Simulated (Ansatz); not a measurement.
**C2F3 (trifluorovinyl radical): UB2PLYP/aug-cc-pVDZ**

Aim: the vertical ionisation energy of C2F3 (trifluorovinyl radical) at UB2PLYP/aug-cc-pVDZ, from 2 runs. 

The calculation is run with Ansatz 0.2.0.

45 further runs of the same task are left out: 3 that didn't finish, 42 set aside as unsound or not needed.

### Step 1. The system as given

C2F3: 5 atoms, total charge 0, spin state doublet. SMILES: `F[C]=C(F)F`. Geometry: relaxed at PBE0-D4/def2-TZVP.

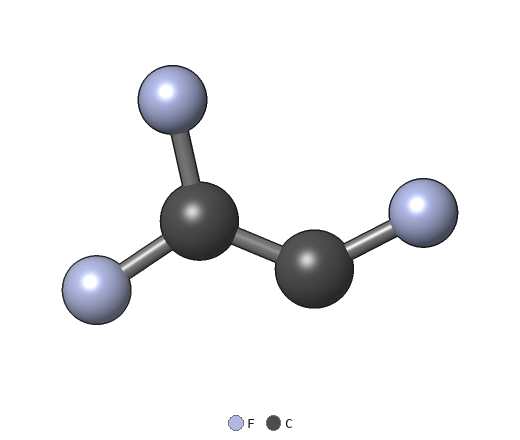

Viewed from a chosen angle; fluorine light blue, carbon dark grey.

### Step 2. A single-point energy at UB2PLYP/aug-cc-pVDZ

The input, molecule.yaml:

```yaml
crystal:
  periodic: [false, false, false]
  atoms:
    - {symbol: F, position_ang: [0.577720, -1.033470, 1.511080]}
    - {symbol: C, position_ang: [0.506940, 0.038840, 0.785720]}
    - {symbol: C, position_ang: [-0.126500, 0.247860, -0.343200]}
    - {symbol: F, position_ang: [-0.848620, -0.650470, -0.980670]}
    - {symbol: F, position_ang: [-0.109540, 1.397240, -0.972920]}
basis:
  gaussian: {orbitals: aug-cc-pVDZ}
magnetization: {spin_polarized: true, initial_magnetization: 1}
hamiltonian: {xc: {name: B2PLYP}}
correlation: {frozen_orbitals: {C: 1, F: 1}}
accuracy: high
output: {orbitals: {seedname: orbitals}}
```

Started as:

```console
$ ansatz run molecule.yaml --threads 1 --pin off --max-ram 3480MiB --events-out events.jsonl --progress --plain --runs-dir runs
```

The program printed:

```text
Warning: RAYON_NUM_THREADS=1 ignored (pool sized by the plan → 1); use --threads N
Functional definition: B2PLYP
  name "B2PLYP"
  parameter a = 0.53
  parameter c = 0.27
  exchange = (1 - a)*b88_x + a*exact_x
  correlation = (1 - c)*lyp_c + c*(mp2_os + mp2_ss)
2299 factors; integrals over basis functions are off by at most 2.3e-9 eV
mean field evaluation 1: about -10205.4037 eV, gradient 1.9e1 eV
mean field evaluation 2: about -10205.4536 eV, gradient 1.9e1 eV
mean field evaluation 4: about -10206.7566 eV, gradient 3.1e0 eV
mean field evaluation 8: about -10206.8176 eV, gradient 3.3e-1 eV
mean field evaluation 16: about -10206.8253 eV, gradient 1.8e-3 eV
mean field evaluation 32: about -10206.8253 eV, gradient 3.5e-7 eV
mean field -10206.82525486 eV, -375.0939096813 hartree, gradient 4.8e-8 eV, S^2 0.781791; 0 other end points of the search recorded, 0 dependent functions left out
5 core orbitals not correlated: weight in the atoms' cores, before any rotation towards them, 1.000 or more for the frozen orbitals, at most 0.000 for the correlated occupied ones
reference -10206.82527960 eV, -375.0939105907 hartree; 15, 14 occupied and 95, 96 virtual orbitals, 2299 factors
second order -27.47582892 eV of doubles, -0.00000000 eV of singles
Total energy: -10214.24375341 eV, -375.3665344748 hartree
```

Run time: 38 s. Hardware: 1 thread of Arm Neoverse N1, shared host; peak memory 0.51 GiB.

### Step 3. The singlet cation at the same level

The input, run.yaml:

```yaml
crystal:
  periodic: [false, false, false]
  atoms:
    - {symbol: F, position_ang: [0.577720, -1.033470, 1.511080]}
    - {symbol: C, position_ang: [0.506940, 0.038840, 0.785720]}
    - {symbol: C, position_ang: [-0.126500, 0.247860, -0.343200]}
    - {symbol: F, position_ang: [-0.848620, -0.650470, -0.980670]}
    - {symbol: F, position_ang: [-0.109540, 1.397240, -0.972920]}
basis:
  gaussian:
    orbitals: aug-cc-pVDZ
total_charge: 1
hamiltonian:
  xc: {name: B2PLYP}
correlation:
  frozen_orbitals: {C: 1, F: 1}
accuracy: high
output:
  orbitals: {seedname: orbitals}
```

Started as:

```console
$ ansatz run run.yaml --threads 1 --pin off --max-ram 3480MiB --events-out events.jsonl --progress --plain --runs-dir runs
```

The program printed (excerpt; [...] marks lines left out):

```text
Warning: RAYON_NUM_THREADS=1 ignored (pool sized by the plan → 1); use --threads N
[... 2 set-up lines as earlier in the session ...]
[...]
2297 factors; integrals over basis functions are off by at most 2.3e-9 eV
[...]
mean field -10194.89764091 eV, -374.6555779537 hartree, gradient 1.4e-8 eV, S^2 0.000000; 2 other end points of the search recorded, 0 dependent functions left out; unrestricted orbitals would lower it
5 core orbitals not correlated: weight in the atoms' cores, before any rotation towards them, 1.000 or more for the frozen orbitals, at most 0.000 for the correlated occupied ones
reference -10194.89766749 eV, -374.6555789305 hartree; 14, 14 occupied and 96, 96 virtual orbitals, 2297 factors
second order -28.38013614 eV of doubles, -0.00000000 eV of singles
Total energy: -10202.56030425 eV, -374.9371756374 hartree
```

Wall time 58 s (1 thread of Arm Neoverse N1, shared host); peak memory 0.41 GiB.

### Step 4. What came out

At UB2PLYP/aug-cc-pVDZ, 5 core orbitals frozen:

```
                                                              quantity          value
                                            doublet C2F3: total energy  -375.36653 Eh
doublet C2F3: HOMO energy (SCF part's orbitals) (highest over α and β)       -8.92 eV
 doublet C2F3: LUMO energy (SCF part's orbitals) (lowest over α and β)       -1.92 eV
                                                    doublet C2F3: ⟨S²⟩          0.782
                                          singlet cation: total energy  -374.93718 Eh
                     singlet cation: HOMO energy (SCF part's orbitals)      -17.72 eV
                     singlet cation: LUMO energy (SCF part's orbitals)      -12.82 eV
                   singlet cation: HOMO–LUMO gap (SCF part's orbitals)        4.90 eV
                    vertical ionisation energy (to the singlet cation)      11.683 eV
```

**Reading.** Removing an electron at fixed nuclei costs 11.68 eV (269 kcal/mol). Only the singlet of the ionised species was computed; a triplet could lie lower. The restricted solution (singlet cation) is unstable to spin breaking: an unrestricted one lies lower.
